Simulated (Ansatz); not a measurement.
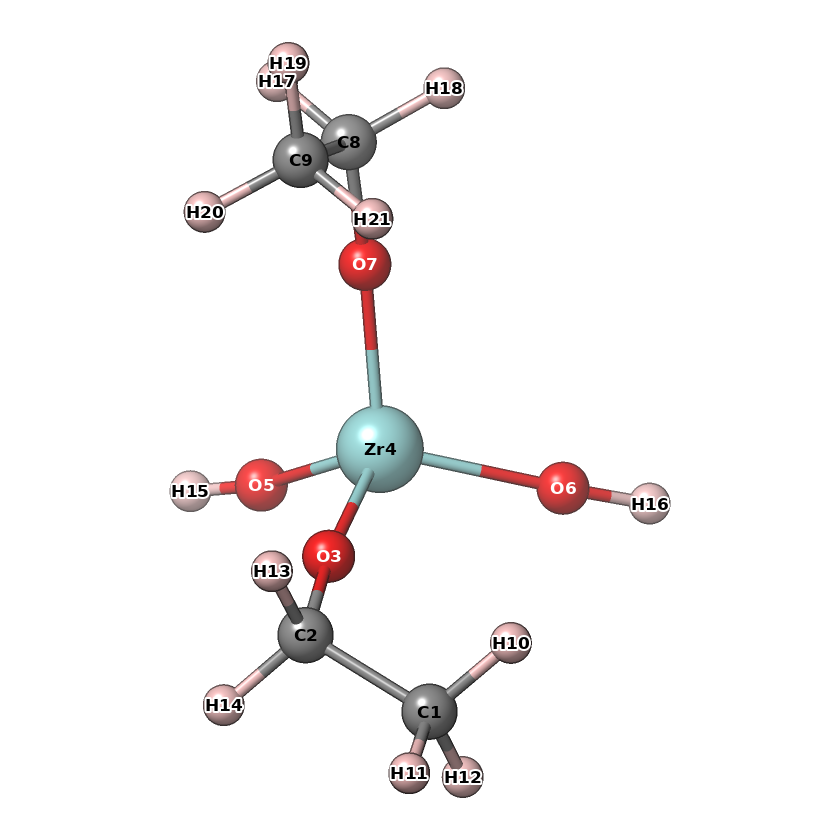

C8 lies behind C9. The molecule seen a little off the C9–C8 bond, C9 in front. Depth is shown by fading: the farther an atom, the more it takes the colour of the background. Charge 0, singlet. The computed structure is the end point of a PBE0-D4/def2-TZVP optimisation. No frequency run is at hand to confirm it as a minimum.

**What is the torsion angle H19–C9–C8–O7? The sign is positive where the front bond must turn clockwise to cover the back bond.**

180°, antiperiplanar (anti). The bonds about C9–C8 are staggered.
